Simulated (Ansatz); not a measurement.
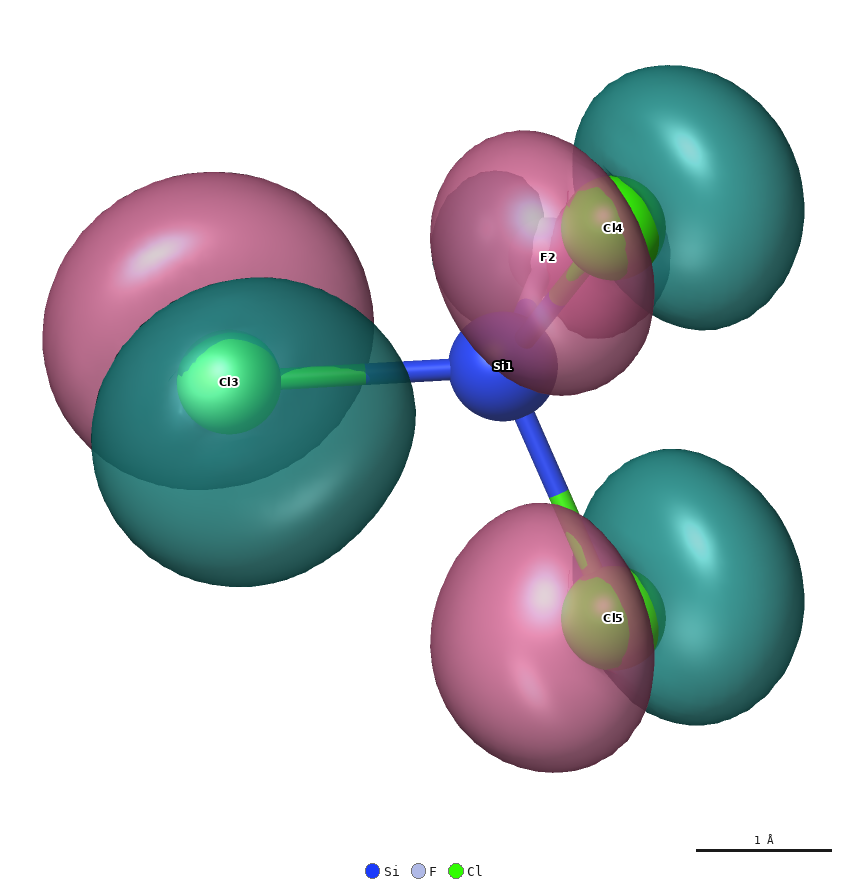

*Cl$_{3}$FSi. The HOMO−1 at ±0.08 Å⁻³ᐟ² (teal and pink are the two phases), seen at a tilt.*

All numbers below come from Ansatz, RKS r2SCAN/cc-pVDZ.

```xyz
5

Si    0.0004    0.0000   -0.0502
F     0.0003    0.0000    1.5761
Cl    1.9413    0.0000   -0.6876
Cl   -0.9699    1.6807   -0.6881
Cl   -0.9699   -1.6807   -0.6881
```

### What is the character of this orbital?

It lies mainly on Cl3 (about 55 %), Cl4 (about 20 %) and Cl5 (about 20 %). It is one of a degenerate set, so its orientation is arbitrary. Its energy is −8.87 eV.
